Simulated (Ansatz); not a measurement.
# Geometry relaxation, with input and output: Si$_{2}$H$_{6}$SO (part 2 of 2)

The same run, continued: Si$_{2}$H$_{6}$SO; RKS PBE0-D4/def2-TZVP (Ansatz 0.2.0). The geometry is a transition state displaced along its imaginary mode. The reaction was set up to form S2–H4 and to break Si1–S2 and O3–H4 (atoms counted from 1 in the order of the input); sticks are drawn by distance alone.

Geometry of the input (Å):
```
Si -0.0220  0.7712  -0.0318
S  1.1137  -0.1323  -1.8239
O  -1.0969  1.3113  -1.0888
H  -0.3822  0.7196  -1.9361
H  0.9668  1.7060  0.5815
Si -0.5271  -1.0449  1.3735
H  1.8124  0.9993  -2.0693
H  0.7335  -1.5386  1.9991
H  -1.1194  -2.1299  0.5470
H  -1.4790  -0.6617  2.4486
```

## Trajectory as extended XYZ, continued
```
10
Properties=species:S:1:pos:R:3:forces:R:3 step=5 energy=-28726.51662
Si    0.1160    0.6237   -0.1693   -0.0129  -0.1999   0.0364
S     1.4152   -0.2616   -1.6419    0.0585   0.2717  -0.0332
O    -1.1432    1.3027   -1.0163    0.5259  -0.3142   0.0946
H    -0.8562    1.0730   -1.9093   -0.6232   0.2569  -0.3649
H     0.9289    1.6594    0.4726    0.1000   0.3494   0.2562
Si   -0.4917   -1.0604    1.3330   -0.0377  -0.0541  -0.0194
H     1.8623    0.9643   -2.0128    0.0173  -0.3238   0.0416
H     0.7326   -1.5475    2.0252   -0.0182   0.0271  -0.0064
H    -1.0997   -2.1837    0.5729   -0.0174  -0.0284   0.0160
H    -1.4642   -0.5697    2.3457    0.0077   0.0153  -0.0210
10
Properties=species:S:1:pos:R:3:forces:R:3 step=6 energy=-28726.57446
Si    0.1930    0.6161   -0.1567   -1.1014   0.2060  -0.2656
S     1.4448   -0.2877   -1.5984    0.5097  -0.1134  -0.2261
O    -1.1362    1.1916   -1.0192    0.6498  -0.0886   0.2643
H    -0.9451    1.2424   -1.9674   -0.1868  -0.0516   0.4190
H     0.9020    1.7517    0.5013   -0.0307  -0.0834  -0.0340
Si   -0.4736   -1.0841    1.3383    0.0585   0.2224  -0.1064
H     1.8453    0.9148   -2.0506    0.1284  -0.0755  -0.0673
H     0.7167   -1.6058    2.0596    0.0092   0.0127   0.0167
H    -1.0984   -2.1905    0.5703   -0.0171  -0.0158  -0.0209
H    -1.4485   -0.5485    2.3228   -0.0194  -0.0128   0.0202
10
Properties=species:S:1:pos:R:3:forces:R:3 step=7 energy=-28726.65191
Si    0.1866    0.6117   -0.1779    0.1294  -0.1124  -0.0862
S     1.5261   -0.2744   -1.6202   -0.0830   0.1296   0.1211
O    -1.1292    1.2358   -0.9472   -0.0481   0.0733  -0.1918
H    -1.1089    1.1462   -1.9047   -0.0850   0.0117   0.1333
H     0.9052    1.7121    0.5123    0.0244   0.0375   0.0018
Si   -0.4859   -1.0608    1.3182    0.1344  -0.0405  -0.0706
H     1.9754    0.9109   -2.0806   -0.0067  -0.0928   0.0701
H     0.7031   -1.5792    2.0461   -0.0135  -0.0053   0.0217
H    -1.1076   -2.1717    0.5522   -0.0307  -0.0338   0.0086
H    -1.4647   -0.5307    2.3018   -0.0211   0.0326  -0.0080
10
Properties=species:S:1:pos:R:3:forces:R:3 step=8 energy=-28726.65255
Si    0.1555    0.6454   -0.2036    0.0464  -0.0828  -0.0132
S     1.4643   -0.3080   -1.6001    0.1012   0.1535  -0.0931
O    -1.1554    1.3212   -0.9475    0.1111  -0.0008   0.0591
H    -1.2457    1.1350   -1.8844   -0.0234  -0.0251   0.0374
H     0.9200    1.7305    0.4765   -0.1033  -0.0663  -0.0324
Si   -0.4394   -1.0719    1.2675   -0.2117   0.0930   0.1604
H     2.0843    0.8406   -1.9287    0.0251  -0.0819  -0.0705
H     0.7347   -1.5716    2.0325    0.0204   0.0332  -0.0595
H    -1.0902   -2.2087    0.5613    0.0620   0.0154  -0.0671
H    -1.4281   -0.5124    2.2265   -0.0277  -0.0383   0.0791
10
Properties=species:S:1:pos:R:3:forces:R:3 step=9 energy=-28726.68013
Si    0.1874    0.6440   -0.2005    0.0801   0.1317  -0.0734
S     1.5053   -0.2932   -1.6035   -0.0249  -0.2047   0.0091
O    -1.0875    1.3838   -0.9403    0.0620   0.0590   0.1071
H    -1.3543    1.0306   -1.7882   -0.0669  -0.0777  -0.0942
H     0.9311    1.7266    0.4893   -0.0215  -0.0028   0.0496
Si   -0.4678   -1.0517    1.2696   -0.0206  -0.0378   0.0418
H     2.1234    0.8269   -2.0001    0.0051   0.1349  -0.0126
H     0.7051   -1.5469    2.0376    0.0114   0.0145  -0.0029
H    -1.0578   -2.1878    0.5136   -0.0161  -0.0194  -0.0245
H    -1.4849   -0.5323    2.2223   -0.0085   0.0022   0.0002
10
Properties=species:S:1:pos:R:3:forces:R:3 step=10 energy=-28726.49383 accepted=F
Si    0.2320    0.6414   -0.2045    0.0508   0.0872  -0.0525
S     1.5636   -0.3114   -1.5903    0.0697   0.2138  -0.0433
O    -0.9937    1.4595   -0.9438   -1.8259  -1.8392  -2.7160
H    -1.4916    0.9217   -1.7020    1.7328   1.8334   2.6471
H     0.9572    1.7127    0.5065    0.0977   0.0692   0.0984
Si   -0.4872   -1.0357    1.2611    0.0472  -0.1031  -0.0463
H     2.1092    0.8460   -2.0412   -0.1520  -0.2550   0.1122
H     0.6789   -1.5235    2.0441   -0.0078  -0.0065   0.0260
H    -1.0359   -2.1733    0.4724   -0.0389  -0.0115   0.0308
H    -1.5326   -0.5375    2.1976    0.0264   0.0118  -0.0564
10
Properties=species:S:1:pos:R:3:forces:R:3 step=11 energy=-28726.69045
Si    0.2225    0.6600   -0.1992   -0.0712  -0.0869   0.0891
S     1.5497   -0.3081   -1.5724   -0.0094   0.0274  -0.0087
O    -1.0432    1.4129   -0.9436    0.0518  -0.0466  -0.1497
H    -1.3982    0.9738   -1.7219    0.0039   0.0441   0.1138
H     0.9371    1.7360    0.5274    0.0088   0.0275  -0.0093
Si   -0.4744   -1.0489    1.2586    0.0326   0.0457  -0.0554
H     2.0788    0.8246   -2.0691   -0.0184  -0.0034   0.0125
H     0.6875   -1.5375    2.0488   -0.0177  -0.0086   0.0059
H    -1.0458   -2.1858    0.4833    0.0040   0.0194   0.0186
H    -1.5140   -0.5271    2.1881    0.0156  -0.0186  -0.0168
10
Properties=species:S:1:pos:R:3:forces:R:3 step=12 energy=-28726.69613
Si    0.2356    0.6556   -0.2029    0.0166   0.1207   0.0037
S     1.5763   -0.3070   -1.5632    0.0315  -0.0076  -0.0171
O    -0.9938    1.4385   -0.9781    0.0009  -0.1012  -0.0127
H    -1.4576    0.9348   -1.6516   -0.0014   0.0415   0.0346
H     0.9410    1.7415    0.5230   -0.0112  -0.0348  -0.0045
Si   -0.4745   -1.0461    1.2482   -0.0222  -0.0119   0.0112
H     2.0703    0.8347   -2.0773   -0.0243  -0.0255   0.0194
H     0.6711   -1.5426    2.0566    0.0048   0.0097  -0.0132
H    -1.0463   -2.1840    0.4774    0.0021   0.0033  -0.0133
H    -1.5222   -0.5253    2.1676    0.0034   0.0058  -0.0081
10
Properties=species:S:1:pos:R:3:forces:R:3 step=13 energy=-28726.69719
Si    0.2436    0.6595   -0.2010   -0.0173  -0.0336  -0.0246
S     1.5908   -0.3107   -1.5518    0.0055   0.0019   0.0121
O    -0.9870    1.4297   -0.9811   -0.0148   0.0268   0.0104
H    -1.4776    0.9295   -1.6360    0.0121  -0.0164   0.0114
H     0.9404    1.7450    0.5276    0.0108   0.0159   0.0002
Si   -0.4751   -1.0436    1.2445    0.0047   0.0084  -0.0008
H     2.0641    0.8307   -2.0824    0.0030  -0.0018  -0.0025
H     0.6703   -1.5426    2.0510    0.0007  -0.0030   0.0003
H    -1.0471   -2.1771    0.4673   -0.0006   0.0018  -0.0086
H    -1.5225   -0.5204    2.1619   -0.0041   0.0001   0.0021
10
Properties=species:S:1:pos:R:3:forces:R:3 step=14 energy=-28726.69747
Si    0.2464    0.6607   -0.2023   -0.0060  -0.0020   0.0037
S     1.5964   -0.3117   -1.5483    0.0012   0.0083  -0.0018
O    -0.9890    1.4293   -0.9771   -0.0521  -0.0385  -0.0658
H    -1.4900    0.9185   -1.6183    0.0511   0.0409   0.0644
H     0.9448    1.7500    0.5207    0.0025   0.0012  -0.0021
Si   -0.4754   -1.0412    1.2421    0.0105   0.0070   0.0017
H     2.0714    0.8279   -2.0822   -0.0020  -0.0092   0.0040
H     0.6674   -1.5434    2.0502   -0.0034  -0.0054  -0.0001
H    -1.0462   -2.1706    0.4579   -0.0010  -0.0015  -0.0035
H    -1.5258   -0.5194    2.1572   -0.0007  -0.0008  -0.0005
10
Properties=species:S:1:pos:R:3:forces:R:3 step=15 energy=-28726.69752
Si    0.2430    0.6655   -0.2020    0.0122  -0.0112   0.0000
S     1.5927   -0.3141   -1.5426    0.0036   0.0038  -0.0031
O    -0.9916    1.4312   -0.9814   -0.0007  -0.0067   0.0074
H    -1.4925    0.9149   -1.6159    0.0008   0.0004   0.0023
H     0.9434    1.7565    0.5166   -0.0044   0.0007  -0.0017
Si   -0.4716   -1.0405    1.2409   -0.0168   0.0115   0.0081
H     2.0750    0.8226   -2.0744    0.0057   0.0014  -0.0080
H     0.6690   -1.5507    2.0472    0.0014   0.0043  -0.0066
H    -1.0468   -2.1657    0.4534    0.0014   0.0009  -0.0042
H    -1.5206   -0.5196    2.1580   -0.0031  -0.0052   0.0058
10
Properties=species:S:1:pos:R:3:forces:R:3 step=16 energy=-28726.69766
Si    0.2450    0.6657   -0.2015    0.0011   0.0044   0.0053
S     1.5997   -0.3122   -1.5384    0.0033  -0.0019  -0.0025
O    -0.9910    1.4268   -0.9831   -0.0015   0.0009   0.0017
H    -1.4933    0.9074   -1.6139   -0.0003  -0.0019  -0.0008
H     0.9395    1.7604    0.5170    0.0003  -0.0004  -0.0031
Si   -0.4742   -1.0379    1.2419    0.0000  -0.0051  -0.0050
H     2.0778    0.8228   -2.0783   -0.0021   0.0005   0.0023
H     0.6696   -1.5543    2.0392    0.0005  -0.0027  -0.0013
H    -1.0553   -2.1570    0.4496    0.0023  -0.0001   0.0019
H    -1.5178   -0.5217    2.1673   -0.0035   0.0063   0.0015
10
Properties=species:S:1:pos:R:3:forces:R:3 step=17 energy=-28726.69768
Si    0.2457    0.6656   -0.2012    0.0006   0.0003  -0.0003
S     1.6013   -0.3112   -1.5384    0.0005  -0.0008  -0.0001
O    -0.9915    1.4250   -0.9827   -0.0008  -0.0013  -0.0002
H    -1.4932    0.9043   -1.6129    0.0008   0.0005   0.0010
H     0.9399    1.7614    0.5161   -0.0006  -0.0005  -0.0009
Si   -0.4742   -1.0380    1.2416   -0.0011   0.0000   0.0005
H     2.0774    0.8249   -2.0777    0.0000   0.0015   0.0000
H     0.6688   -1.5575    2.0381   -0.0003  -0.0007   0.0005
H    -1.0575   -2.1561    0.4498   -0.0001   0.0003  -0.0002
H    -1.5167   -0.5184    2.1670    0.0010   0.0006  -0.0003
```

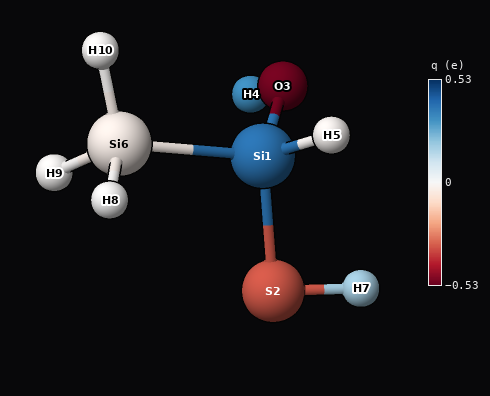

Figure 1. Mulliken charges, as the colour of each atom (ball-and-stick view, seen at a tilt; atoms are numbered from 1 in the order of the input). By element: Si −0.03 to +0.39, S −0.32, O −0.51 and H −0.01 to +0.33 e.

## Key numbers

| quantity | value |
| --- | --- |
| outcome | converged |
| total energy | −28726.6977 eV |
| mean-field energy | −28726.4865 eV |
| dispersion energy | −0.2112 eV |
| SCF solution under orbital rotations | stable |
| largest force (length of the vector) at the end | 0.002 eV/Å |
| dipole moment | 0.74 D |
| wall time | 50 s (CPU time 3.1 min) |
| peak memory | 0.46 GiB |
